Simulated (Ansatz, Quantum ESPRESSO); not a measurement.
# Band edges of H-SiC-H chair, 1 layer under strain, part 2 of 2

How do the band edges of H-SiC-H chair, 1 layer move against the vacuum when the sheet is stretched?

Quantum ESPRESSO 7.5; plane-wave DFT, PBE, GBRV ultrasoft pseudopotentials; geometry by Ansatz 0.2.0 with PAW datasets.

So far: Set-up; Relaxation with Ansatz.

### 3. The script

Under ESM bc1 levels count from the vacuum, or from the mean of the two vacuum levels where the sheet has a dipole, so band edges at unlike strains can be compared.

Level of this step: plane-wave DFT, PBE, GBRV ultrasoft pseudopotentials (Quantum ESPRESSO 7.5).

File run.py:

```python
import json
import numpy as np
from ase import Atoms
from ase.calculators.espresso import Espresso, EspressoProfile

profile = EspressoProfile(command='mpirun -n 2 pw.x -nk 2', pseudo_dir='../pseudo')
pseudopotentials = {'C': 'c_pbe_v1.2.uspp.F.UPF', 'H': 'h_pbe_v1.4.uspp.F.UPF', 'Si': 'si_pbe_v1.uspp.F.UPF'}
system = {'ecutwfc': 40, 'ecutrho': 200, 'occupations': 'smearing', 'smearing': 'fd', 'degauss': 0.002}


def calculator(name, kpts, **extra):
    data = dict(control=dict(tprnfor=True, verbosity='high', disk_io='none'),
                system=system | extra,
                electrons=dict(conv_thr=1e-09, mixing_beta=0.4, mixing_mode='plain',
                               electron_maxstep=100))
    return Espresso(profile=profile, directory=name, pseudopotentials=pseudopotentials, kpts=kpts, input_data=data)


def centre(atoms):
    z = atoms.positions[:, 2]
    atoms.positions[:, 2] -= (z.max() + z.min()) / 2  # ESM wants the slab about z = 0
    return atoms

sheet = Atoms(
    ['H', 'C', 'Si', 'H'],
    scaled_positions=[
        [0.6666666667, 0.3333333333, 0.4128023740],
        [0.6666666667, 0.3333333333, 0.4739193070],
        [0.3333333333, 0.6666666667, 0.5056726672],
        [0.3333333333, 0.6666666667, 0.5882828693]],
    cell=[
        [3.123073692267, 0.000000000000, 0.000000000000],
        [-1.561536846133, 2.704661155394, 0.000000000000],
        [0.000000000000, 0.000000000000, 18.113333333300]],
    pbc=True)

rows = []
for strain in [-0.03, -0.015, 0.0, 0.015, 0.03]:
    atoms = sheet.copy()
    atoms.set_cell(sheet.cell.array * [[1 + strain], [1 + strain], [1]], scale_atoms=True)
    atoms = centre(atoms)
    atoms.calc = calculator(f's{strain:+.3f}', (12, 12, 1), assume_isolated='esm', esm_bc='bc1', nbnd=9)
    energy = atoms.get_potential_energy()
    levels = np.array([atoms.calc.get_eigenvalues(kpt=i) for i in range(len(atoms.calc.get_ibz_k_points()))])
    top, bottom = levels[:, 4].max(), levels[:, 5].min()
    direct = (levels[:, 5] - levels[:, 4]).min()
    rows.append([strain, energy, top, bottom, direct])
    print(f'strain {strain:+.3f}: E = {energy:.5f} eV, valence top {top:.3f}, conduction bottom {bottom:.3f}, '
          f'gap {bottom - top:.3f}, least direct gap {direct:.3f} eV')

x, energy, top, bottom, direct = np.array(rows).T
area = np.linalg.norm(np.cross(*sheet.cell[:2]))
stiffness = np.polyfit(x, energy, 2)[0] / area * 16.0218  # C11 + C12, heights clamped
print(f'valence and conduction edges move by {np.polyfit(x, top, 1)[0]:.2f} and {np.polyfit(x, bottom, 1)[0]:.2f} eV per unit biaxial strain')
print(f'C11 + C12 with clamped heights: {stiffness:.1f} N/m')
json.dump(dict(rows=rows, stiffness=stiffness), open('result.json', 'w'))
```

On the command line:

```sh
$ OMP_NUM_THREADS=1 python run.py
```

The log of the run:

```text
strain -0.030: E = -319.06755 eV, valence top -5.281, conduction bottom -1.764, gap 3.517, least direct gap 3.517 eV
strain -0.015: E = -319.12922 eV, valence top -5.341, conduction bottom -1.710, gap 3.632, least direct gap 3.632 eV
strain +0.000: E = -319.14838 eV, valence top -5.393, conduction bottom -1.659, gap 3.734, least direct gap 3.734 eV
strain +0.015: E = -319.12988 eV, valence top -5.437, conduction bottom -1.616, gap 3.821, least direct gap 3.821 eV
strain +0.030: E = -319.07809 eV, valence top -5.474, conduction bottom -1.590, gap 3.883, least direct gap 3.883 eV
valence and conduction edges move by -3.21 and 2.93 eV per unit biaxial strain
C11 + C12 with clamped heights: 159.3 N/m
```

The job ended after 88 s (2 MPI ranks of Arm Neoverse V2, shared host; peak memory 0.34 GiB).

The input that ASE wrote for the first run, and its log:

```
&CONTROL
   verbosity        = 'high'
   tprnfor          = .true.
   disk_io          = 'none'
   pseudo_dir       = '../pseudo'
/
&SYSTEM
   nbnd             = 9
   ecutwfc          = 40
   ecutrho          = 200
   occupations      = 'smearing'
   degauss          = 0.002
   smearing         = 'fd'
   assume_isolated  = 'esm'
   esm_bc           = 'bc1'
   ntyp             = 3
   nat              = 4
   ibrav            = 0
/
&ELECTRONS
   electron_maxstep = 100
   conv_thr         = 1e-09
   mixing_mode      = 'plain'
   mixing_beta      = 0.4
/
&IONS
/
&CELL
/
&FCP
/
&RISM
/
ATOMIC_SPECIES
H 1.008 h_pbe_v1.4.uspp.F.UPF
C 12.011 c_pbe_v1.2.uspp.F.UPF
Si 28.085 si_pbe_v1.uspp.F.UPF

K_POINTS automatic
12 12 1  0 0 0

CELL_PARAMETERS angstrom
3.02938148149899 0.00000000000000 0.00000000000000
-1.51469074074901 2.62352132073218 0.00000000000000
0.00000000000000 0.00000000000000 18.11333333330000

ATOMIC_POSITIONS angstrom
H 1.5146907409 0.8745071068 -1.5892683524  
C 1.5146907409 0.8745071068 -0.4822369727  
Si -0.0000000002 1.7490142139 0.0929222251  
H -0.0000000002 1.7490142139 1.5892683524
```

```text
Program PWSCF v.7.5 starts
[citation notice left out]

     Parallel version (MPI & OpenMP), running on       2 processor cores
     Number of MPI processes:                 2
     Threads/MPI process:                     1

     MPI processes distributed on     1 nodes
[... 1 line left out ...]

Warning: card &CELL ignored
Warning: card &FCP ignored
Warning: card &RISM ignored

     Current dimensions of program PWSCF are:
     Max number of different atomic species (ntypx) = 10
     Max number of k-points (npk) =  40000
     Max angular momentum in pseudopotentials (lmaxx) =  4
     Message from routine setup:
     using ibrav=0 with symmetry is DISCOURAGED, use correct ibrav instead

     K-points division:     npool     =       2
     Subspace diagonalization in iterative solution of the eigenvalue problem:
     a serial algorithm will be used

     G-vector sticks info
     --------------------
     sticks:   dense  smooth     PW     G-vecs:    dense   smooth      PW
     Sum         451     361    109                46253    33281    5693

     Using Slab Decomposition

     bravais-lattice index     =            0
     lattice parameter (alat)  =       5.7247  a.u.
     unit-cell volume          =     971.4793 (a.u.)^3
     number of atoms/cell      =            4
     number of atomic types    =            3
     number of electrons       =        10.00
     number of Kohn-Sham states=            9
     kinetic-energy cutoff     =      40.0000  Ry
     charge density cutoff     =     200.0000  Ry
     scf convergence threshold =      1.0E-09
     mixing beta               =       0.4000
     number of iterations used =            8  plain     mixing
     Exchange-correlation= SLA  PW   PBE  PBE
                           (   1   4   3   4   0   0   0)

     Effective Screening Medium Method
     =================================
     Boundary Conditions: Vacuum-Slab-Vacuum
     total charge in unit cell        =   0.0000
     grid points for fit at edges     =        4

[... 10 lines left out ...]
     PseudoPot. # 1 for H  read from file:
     ../pseudo/h_pbe_v1.4.uspp.F.UPF
     Pseudo is Ultrasoft, Zval =  1.0
     Generated by new atomic code, or converted to UPF format
     Using radial grid of  615 points,  2 beta functions with:
                l(1) =   0
                l(2) =   0
     Q(r) pseudized with  8 coefficients,  rinner =    0.700

     PseudoPot. # 2 for C  read from file:
     ../pseudo/c_pbe_v1.2.uspp.F.UPF
     Pseudo is Ultrasoft + core correction, Zval =  4.0
     Generated by new atomic code, or converted to UPF format
     Using radial grid of  721 points,  4 beta functions with:
                l(1) =   0
                l(2) =   0
                l(3) =   1
                l(4) =   1
     Q(r) pseudized with  8 coefficients,  rinner =    1.100   1.100   1.100

     PseudoPot. # 3 for Si read from file:
[... 576 lines left out ...]
     estimated scf accuracy    <          9.2E-10 Ry
     smearing contrib. (-TS)   =      -0.00000000 Ry
     internal energy E=F+TS    =     -23.45103420 Ry

     The total energy is F=E-TS. E is the sum of the following terms:
     one-electron contribution =      87.98449622 Ry
     hartree contribution      =     -42.92693494 Ry
     xc contribution           =      -9.53495553 Ry
     ewald contribution        =     -58.97363995 Ry

     convergence has been achieved in  17 iterations

     negative rho (up, down):  5.059E-04 0.000E+00

     Forces acting on atoms (cartesian axes, Ry/au):

     atom    1 type  1   force =     0.00000000    0.00000000   -0.00369466
     atom    2 type  2   force =     0.00000000    0.00000000   -0.01514038
     atom    3 type  3   force =     0.00000000    0.00000000    0.01743276
     atom    4 type  1   force =     0.00000000    0.00000000    0.00141338
     The non-local contrib.  to forces
     atom    1 type  1   force =     0.00000000    0.00000000    0.16434746
     atom    2 type  2   force =     0.00000000    0.00000000   -0.17938354
     atom    3 type  3   force =     0.00000000   -0.00000000   -0.00815307
     atom    4 type  1   force =     0.00000000    0.00000000   -0.10279024
     The ionic contribution  to forces
     atom    1 type  1   force =    -0.00000000    0.00000000   -4.83414883
     atom    2 type  2   force =    -0.00000000    0.00000000   -2.88231942
     atom    3 type  3   force =     0.00000000   -0.00000000    3.44105976
     atom    4 type  1   force =     0.00000000   -0.00000000    4.27540848
     The local contribution  to forces
     atom    1 type  1   force =    -0.00000000    0.00000000    4.66609681
     atom    2 type  2   force =    -0.00000000    0.00000000    3.04573854
     atom    3 type  3   force =    -0.00000000    0.00000000   -3.41505909
     atom    4 type  1   force =     0.00000000   -0.00000000   -4.17120097
     The core correction contribution to forces
     atom    1 type  1   force =     0.00000000    0.00000000    0.00000000
     atom    2 type  2   force =     0.00000000   -0.00000000    0.00078131
     atom    3 type  3   force =    -0.00000000    0.00000000   -0.00042328
     atom    4 type  1   force =     0.00000000    0.00000000    0.00000000
     The Hubbard contrib.    to forces
     atom    1 type  1   force =     0.00000000    0.00000000    0.00000000
     atom    2 type  2   force =     0.00000000    0.00000000    0.00000000
     atom    3 type  3   force =     0.00000000    0.00000000    0.00000000
     atom    4 type  1   force =     0.00000000    0.00000000    0.00000000
     The SCF correction term to forces
     atom    1 type  1   force =     0.00000000   -0.00000000    0.00000988
     atom    2 type  2   force =    -0.00000000    0.00000000    0.00004273
     atom    3 type  3   force =    -0.00000000   -0.00000000    0.00000843
     atom    4 type  1   force =    -0.00000000   -0.00000000   -0.00000389

     Total force =     0.023426     Total SCF correction =     0.000045
     Message from routine punch:
     Nothing written, as per user request (disk_io='none')

[... 1 line left out ...]

[... 1 line left out ...]

[... 1 line left out ...]

[... 3 lines left out ...]

[... 1 line left out ...]

[... 2 lines left out ...]

[... 1 line left out ...]

[... 1 line left out ...]

=------------------------------------------------------------------------------=
   JOB DONE.
=------------------------------------------------------------------------------=
```

Read from the output:

- biaxial stiffness: 159.3 N/m

The band edge from the vacuum level by biaxial strain:

```csv
biaxial strain (%),valence top (eV),conduction bottom (eV)
-3.00,-5.28,-1.76
-1.50,-5.34,-1.71
0.00,-5.39,-1.66
1.50,-5.44,-1.62
3.00,-5.47,-1.59
```

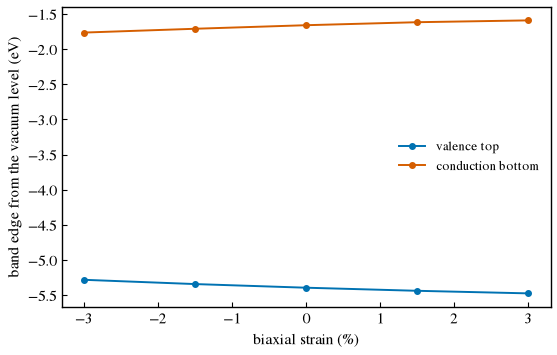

Band edge from the vacuum level against biaxial strain.

Table of gap by biaxial strain:

```csv
biaxial strain (%),on the mesh (eV),least direct (eV)
-3.00,3.52,3.52
-1.50,3.63,3.63
0.00,3.73,3.73
1.50,3.82,3.82
3.00,3.88,3.88
```

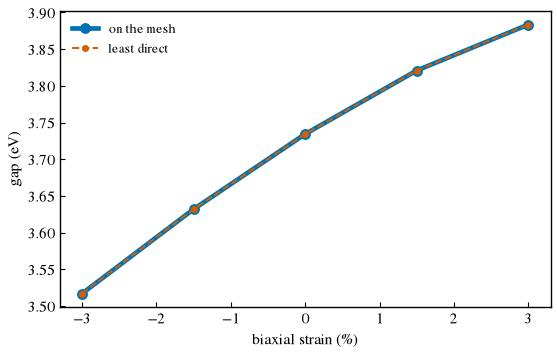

Gap, plotted against biaxial strain.

The energy over the lowest by biaxial strain:

| biaxial strain (%) | energy over the lowest (meV) |
| --- | --- |
| -3.00 | 80.8 |
| -1.50 | 19.2 |
| 0.00 | 0 |
| 1.50 | 18.5 |
| 3.00 | 70.3 |

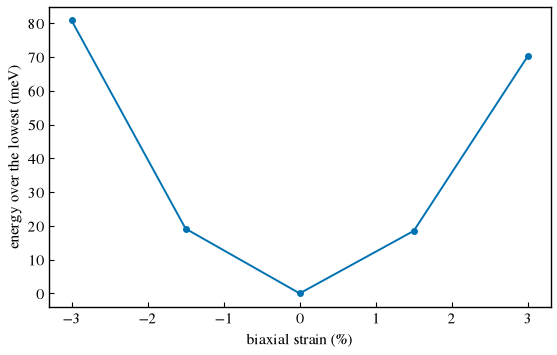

Energy over the lowest, plotted against biaxial strain.

### 4. The script: LDA, GBRV ultrasoft

Level of this step: plane-wave DFT, LDA, GBRV ultrasoft pseudopotentials (Quantum ESPRESSO 7.5).

run.py, as its differences from the input of step 3:

```diff
@@ -6,3 +6,3 @@
 profile = EspressoProfile(command='mpirun -n 2 pw.x -nk 2', pseudo_dir='../pseudo')
-pseudopotentials = {'C': 'c_pbe_v1.2.uspp.F.UPF', 'H': 'h_pbe_v1.4.uspp.F.UPF', 'Si': 'si_pbe_v1.uspp.F.UPF'}
+pseudopotentials = {'C': 'c_lda_v1.2.uspp.F.UPF', 'H': 'h_lda_v1.4.uspp.F.UPF', 'Si': 'si_lda_v1.uspp.F.UPF'}
 system = {'ecutwfc': 40, 'ecutrho': 200, 'occupations': 'smearing', 'smearing': 'fd', 'degauss': 0.002}
```

On the command line:

```sh
$ OMP_NUM_THREADS=1 python run.py
```

The log of the run:

```text
strain -0.030: E = -319.48874 eV, valence top -5.450, conduction bottom -1.817, gap 3.633, least direct gap 3.633 eV
strain -0.015: E = -319.51094 eV, valence top -5.511, conduction bottom -1.758, gap 3.753, least direct gap 3.753 eV
strain +0.000: E = -319.49250 eV, valence top -5.563, conduction bottom -1.706, gap 3.856, least direct gap 3.856 eV
strain +0.015: E = -319.43819 eV, valence top -5.606, conduction bottom -1.671, gap 3.936, least direct gap 3.940 eV
strain +0.030: E = -319.35215 eV, valence top -5.643, conduction bottom -1.750, gap 3.893, least direct gap 3.992 eV
valence and conduction edges move by -3.21 and 1.47 eV per unit biaxial strain
C11 + C12 with clamped heights: 151.9 N/m
```

Elapsed: 90 s, on 2 MPI ranks; peak memory 0.34 GiB; 3 min of CPU time.

Numbers from this step:

```
biaxial stiffness : 151.9 N/m
```

Table of band edge from the vacuum level by biaxial strain:

| biaxial strain (%) | valence top (eV) | conduction bottom (eV) |
| --- | --- | --- |
| -3.00 | -5.45 | -1.82 |
| -1.50 | -5.51 | -1.76 |
| 0.00 | -5.56 | -1.71 |
| 1.50 | -5.61 | -1.67 |
| 3.00 | -5.64 | -1.75 |

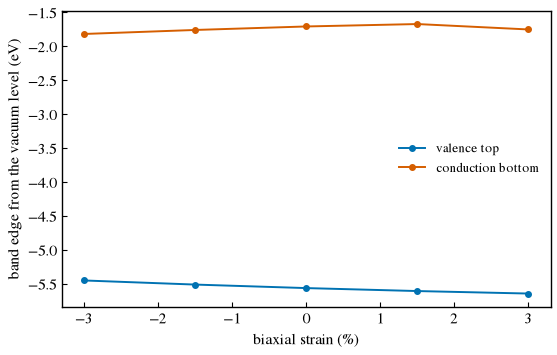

Band edge from the vacuum level against biaxial strain.

Gap against biaxial strain:

```
biaxial strain (%)  on the mesh (eV)  least direct (eV)
             -3.00              3.63               3.63
             -1.50              3.75               3.75
              0.00              3.86               3.86
              1.50              3.94               3.94
              3.00              3.89               3.99
```

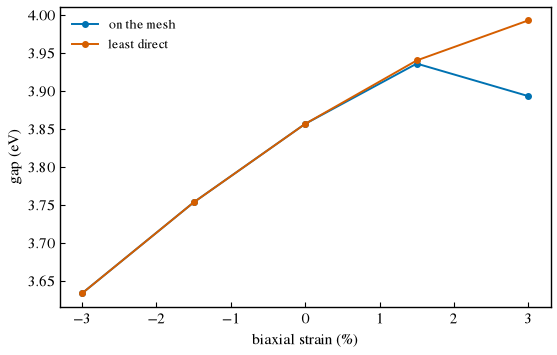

Gap, plotted against biaxial strain.

Table of energy over the lowest by biaxial strain:

```csv
biaxial strain (%),energy over the lowest (meV)
-3.00,22.2
-1.50,0
0.00,18.4
1.50,72.8
3.00,159
```

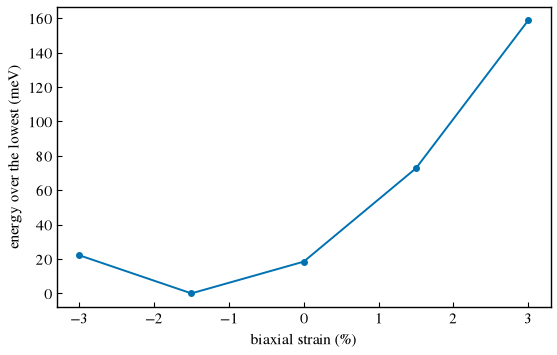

Energy over the lowest, plotted against biaxial strain.

### 5. The arithmetic

Under equal strain ε in the plane, E = A (C11 + C12) ε². From the points at ±1.5 %: d²E/dε² = (19.16 + 18.51 − 2 × 0.00) meV / 0.015² = 167 eV, and 167/(2 × 8.447 Å²) × 16.02 = 159 N/m.

### 6. Results

```
C11 + C12, heights clamped, PBE, GBRV ultrasoft                                         : 159 N/m
gap on the mesh at zero strain, PBE, GBRV ultrasoft                                     : 3.73 eV
valence top below the mean of the two vacuum levels at zero strain, PBE, GBRV ultrasoft : 5.39 eV
shift of the valence top per unit biaxial strain, PBE, GBRV ultrasoft                   : -3.2 eV
shift of the conduction bottom per unit biaxial strain, PBE, GBRV ultrasoft             : 2.9 eV
C11 + C12, heights clamped, LDA, GBRV ultrasoft                                         : 152 N/m
gap on the mesh at zero strain, LDA, GBRV ultrasoft                                     : 3.86 eV
valence top below the mean of the two vacuum levels at zero strain, LDA, GBRV ultrasoft : 5.56 eV
shift of the valence top per unit biaxial strain, LDA, GBRV ultrasoft                   : -3.2 eV
```

**Reading.** The sheet's biaxial stiffness comes to 159 N/m and its gap at zero strain to 3.73 eV (PBE, GBRV ultrasoft). From −3 % to +3 % the gap on the mesh goes from 3.52 to 3.88 eV; it is direct at every strain. Heights are clamped under strain, which makes a sheet with several atomic planes too stiff. Zero strain is the PBE cell; under LDA the energy is lowest near -1.4 %, so its stiffness is taken away from its own minimum. Semilocal gaps are too small. The sheet carries a dipole, so the two faces have unlike vacuum levels and the zero lies between them.

[Logs are printed without paths, hosts, clocks, repeated set-up lines and the standing remarks that a program may print on its own settings, such as how far it seeks lower states.]

[Hosts, paths, dates, database ids (printed as entryN), source tags and the programs' standing remarks are cut or masked in the printed files.]

[Maps of the electrostatic potential energy from Ansatz leave out the sawtooth potential of an applied field or a dipole correction, so their vacuum need not be flat; planar profiles and work functions include it.]
